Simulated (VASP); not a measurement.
Band structure of HgTe (space group P3_221). Method: r2SCAN meta-GGA, VASP's PBE PAW potentials (set 64) (plane waves; VASP).

Unless said otherwise, spin-orbit coupling is left out, though it shifts the bands of the heavy elements here.

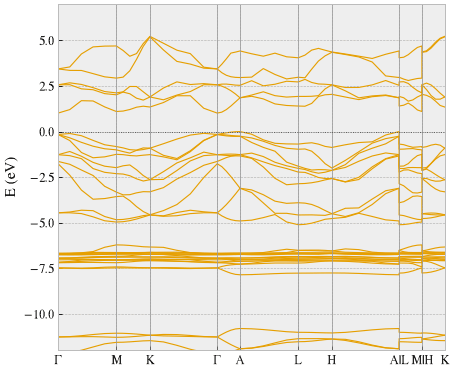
*Bands along high-symmetry lines, zero at the valence-band maximum or, without a gap, the Fermi level*

Read the plot: is there a gap, and where are the band edges?

The gap is indirect, 1.01 eV, from the valence maximum at A to the conduction minimum at Γ.

The structure comes from a computed database's HgTe entry (P3_221); how it stands against other phases isn't given here. It was relaxed first.
